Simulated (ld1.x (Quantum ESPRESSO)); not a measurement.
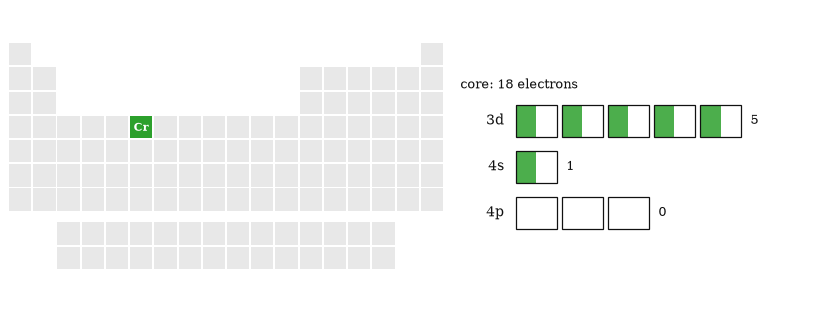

Left, the place of chromium in the periodic table; right, the valence shells of the reference configuration: a box for each of the 2l + 1 orbitals, shaded by the share of the shell that is filled, with the electron count at the right. The shells are those of the unaltered input.

## Pseudopotential generation for Cr

System: chromium (Cr, Z = 24), core [Ar], reference valence 3d5 4s1 4p0, valence charge 6. (This line and the method describe the unaltered input from which the odd one was made.)
Method: TM potential, LDA (PZ), scalar-relativistic, made with ld1.x (Quantum ESPRESSO) 7.5.

**Input file**
```
 &input
   title='Cr', zed=24., rel=1, dft='PZ', iswitch=3,
   config='[Ar] 3d5 4s1 4p0',
   nld=3, rlderiv=4.55, eminld=-2.0, emaxld=5.0, deld=0.02
 /
 &inputp
   pseudotype=2, tm=.true., lloc=0,
   nlcc=.true.,
   file_pseudopw='Cr.UPF', file_wfcaegen='ae.wfc', file_wfcncgen='nc.wfc', file_beta='beta', file_chi='chi'
 /
3
4P  2  1   0.00   0.00  4.20  4.20  0.0
3D  4  2   5.00   0.00  2.10  2.10  0.0
4S  1  0   1.00   0.00  2.80  2.80  0.0
 &test
   configts(1)='3d5 4s1 4p0'
 /
```

Launched with:
```bash
ld1.x < Cr.in > Cr.out
```

**Log**
```
     Program LD1 v.7.5
     --------------------------- All-electron run ----------------------------

     Cr
     scalar relativistic calculation

     atomic number is 24.00
     dft =PZ   lsd =0 sic =0 latt =0  beta=0.20 tr2=1.0E-14
     Exchange-correlation= PZ
                           (   1   1   0   0   0   0   0)
     mesh =1183 r(mesh) =  99.18097 a.u. xmin = -7.00 dx = 0.01250
     1 Ry =  13.60569312 eV, c = 137.03599908

     n l     nl                  e(Ry)          e(Ha)          e(eV)
     1 0     1S 1( 2.00)      -431.1969      -215.5985     -5866.7332
     2 0     2S 1( 2.00)       -48.9119       -24.4560      -665.4807
     2 1     2P 1( 6.00)       -41.1822       -20.5911      -560.3124
     3 0     3S 1( 2.00)        -5.4065        -2.7033       -73.5597
     3 1     3P 1( 6.00)        -3.3330        -1.6665       -45.3484
     3 2     3D 1( 5.00)        -0.2301        -0.1151        -3.1307
     4 0     4S 1( 1.00)        -0.3086        -0.1543        -4.1985
     4 1     4P 1( 0.00)        -0.0795        -0.0398        -1.0823

     final scf error:  9.3E-15 reached in  26 iterations

     Etot =   -2096.955018 Ry,   -1048.477509 Ha,  -28530.526465 eV

     Ekin =    2117.105791 Ry,    1058.552896 Ha,   28804.691704 eV
     Encl =   -5008.495059 Ry,   -2504.247529 Ha,  -68144.046779 eV
     Eh   =     887.467099 Ry,     443.733550 Ha,   12074.605009 eV
     Exc  =     -93.032849 Ry,     -46.516425 Ha,   -1265.776399 eV

     normalization and overlap integrals

     s(1S/1S) =  1.000000  <r> =   0.0637  <r2> =    0.0055  r(max) =   0.0417
     s(2S/2S) =  1.000000  <r> =   0.2939  <r2> =    0.1021  r(max) =   0.2428
     s(2P/2P) =  1.000000  <r> =   0.2602  <r2> =    0.0834  r(max) =   0.1988
     s(3S/3S) =  1.000000  <r> =   0.9036  <r2> =    0.9446  r(max) =   0.7764
     s(3P/3P) =  1.000000  <r> =   0.9672  <r2> =    1.1077  r(max) =   0.7961
     s(3D/3D) =  1.000000  <r> =   1.5117  <r2> =    3.2908  r(max) =   0.8369
     s(4S/4S) =  1.000000  <r> =   3.3938  <r2> =   13.4272  r(max) =   2.7441
     s(4P/4P) =  1.000000  <r> =   5.0376  <r2> =   30.4238  r(max) =   3.8457

     ------------------------ End of All-electron run ------------------------

     --------------------- Generating NC pseudopotential ---------------------

      Generating local pot.: lloc=0, matching radius rcloc =   2.8000

      Computing core charge for nlcc:

       r > 1.20 : true rho core
       r < 1.20 : rho core = a sin(br)/r    a=   7.92  b=   2.13

      Integrated core pseudo-charge :   6.49

      Wfc   4P  rcut= 4.250  Using Troullier-Martins method

      Wfc   3D  rcut= 2.111  Using Troullier-Martins method

     ------------------- End of pseudopotential generation -------------------

     --------------------------- All-electron run ----------------------------

     Cr
     scalar relativistic calculation

     atomic number is 24.00
     dft =PZ   lsd =0 sic =0 latt =0  beta=0.20 tr2=1.0E-14
     Exchange-correlation= PZ
                           (   1   1   0   0   0   0   0)
     mesh =1183 r(mesh) =  99.18097 a.u. xmin = -7.00 dx = 0.01250
     1 Ry =  13.60569312 eV, c = 137.03599908

     n l     nl                  e(Ry)          e(Ha)          e(eV)
     1 0     1S 1( 2.00)      -431.1969      -215.5985     -5866.7332
     2 0     2S 1( 2.00)       -48.9119       -24.4560      -665.4807
     2 1     2P 1( 6.00)       -41.1822       -20.5911      -560.3124
     3 0     3S 1( 2.00)        -5.4065        -2.7033       -73.5597
     3 1     3P 1( 6.00)        -3.3330        -1.6665       -45.3484
     3 2     3D 1( 5.00)        -0.2301        -0.1151        -3.1307
     4 0     4S 1( 1.00)        -0.3086        -0.1543        -4.1985
     4 1     4P 1( 0.00)        -0.0795        -0.0398        -1.0823

     final scf error:  9.3E-15 reached in  26 iterations

     Etot =   -2096.955018 Ry,   -1048.477509 Ha,  -28530.526465 eV

     Ekin =    2117.105791 Ry,    1058.552896 Ha,   28804.691704 eV
     Encl =   -5008.495059 Ry,   -2504.247529 Ha,  -68144.046779 eV
     Eh   =     887.467099 Ry,     443.733550 Ha,   12074.605009 eV
     Exc  =     -93.032849 Ry,     -46.516425 Ha,   -1265.776399 eV

     normalization and overlap integrals

     s(1S/1S) =  1.000000  <r> =   0.0637  <r2> =    0.0055  r(max) =   0.0417
     s(2S/2S) =  1.000000  <r> =   0.2939  <r2> =    0.1021  r(max) =   0.2428
     s(2P/2P) =  1.000000  <r> =   0.2602  <r2> =    0.0834  r(max) =   0.1988
     s(3S/3S) =  1.000000  <r> =   0.9036  <r2> =    0.9446  r(max) =   0.7764
     s(3P/3P) =  1.000000  <r> =   0.9672  <r2> =    1.1077  r(max) =   0.7961
     s(3D/3D) =  1.000000  <r> =   1.5117  <r2> =    3.2908  r(max) =   0.8369
     s(4S/4S) =  1.000000  <r> =   3.3938  <r2> =   13.4272  r(max) =   2.7441
     s(4P/4P) =  1.000000  <r> =   5.0376  <r2> =   30.4238  r(max) =   3.8457

     ------------------------ End of All-electron run ------------------------

     Computing logarithmic derivative in   4.55268
     Computing logarithmic derivative in   4.55268
     Computing the partial wave expansion
       no projector for channel:   0
     R is outside the sphere for l=    1 j= 0.00
     R is outside the sphere for l=    2 j= 0.00

     ---------------------- Testing the pseudopotential ----------------------

     Cr
     scalar relativistic calculation

     atomic number is 24.00   valence charge is  6.00
     dft =PZ   lsd =0 sic =0 latt =0  beta=0.20 tr2=1.0E-14
     mesh =1183 r(mesh) =  99.18097 xmin = -7.00 dx = 0.01250

     n l     nl             e AE (Ry)        e PS (Ry)    De AE-PS (Ry)
     3 2     3D   1( 5.00)       -0.23010       -0.23010        0.00000
     1 0     4S   1( 1.00)       -0.30859       -0.30859        0.00000
     2 1     4P   1( 0.00)       -0.07955       -0.07954       -0.00000

     eps = 8.3E-15  iter = 10

     Etot =   -2096.955018 Ry,   -1048.477509 Ha,  -28530.526465 eV
     Etotps =   -27.693569 Ry,     -13.846784 Ha,    -376.790201 eV

     Ekin =      32.540508 Ry,      16.270254 Ha,     442.736163 eV
     Encl =     -27.796071 Ry,     -13.898035 Ha,    -378.184811 eV
     Ehrt =      18.649278 Ry,       9.324639 Ha,     253.736352 eV
     Ecxc =     -15.303365 Ry,      -7.651683 Ha,    -208.212888 eV
     (Ecc =      -8.244133 Ry,      -4.122067 Ha,    -112.167150 eV)
     Epseu=     -35.783919 Ry,     -17.891959 Ha,    -486.865016 eV

     ---------------------- End of pseudopotential test ----------------------
```

**Outcome**

```tsv
quantity	value
outcome	generated
hardware	1 CPU thread, shared host
wall time	0.8 s
```

**What is odd here**

The input is odd on purpose: pseudo principal number of 3D raised by one. The program ran to the end. The all-electron atom is untouched: its total energy equals that from the unaltered input (−2096.9550 Ry). The pseudo-atom's energy and levels in the reference configuration are also those from the unaltered input, so the oddity leaves no trace there. The pseudo-atom meets the occupied all-electron levels that the test lists within 0.00001 Ry. No test for ghost states or cutoffs was run on this potential, so its soundness isn't shown.
